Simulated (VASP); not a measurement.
Band structure of K₂S (antifluorite). Computed with vdW-DF2, VASP's PBE PAW potentials (set 64) (plane waves; VASP).

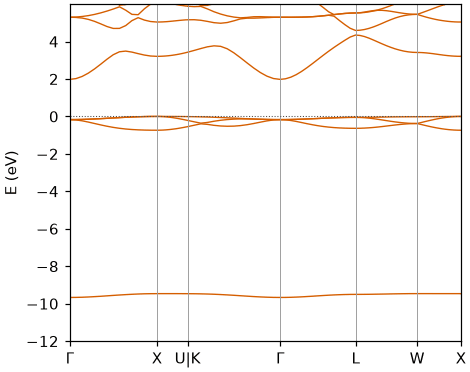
Bands along high-symmetry lines, zero at the valence-band maximum or, without a gap, the Fermi level

**Question.** Read the plot: is there a gap, and where are the band edges?

**Answer.** The gap is indirect, 1.98 eV, from the valence maximum at X to the conduction minimum at Γ. (Edges off the drawn lines would not show.)

The compound is K2S in the antifluorite structure. It was relaxed first.
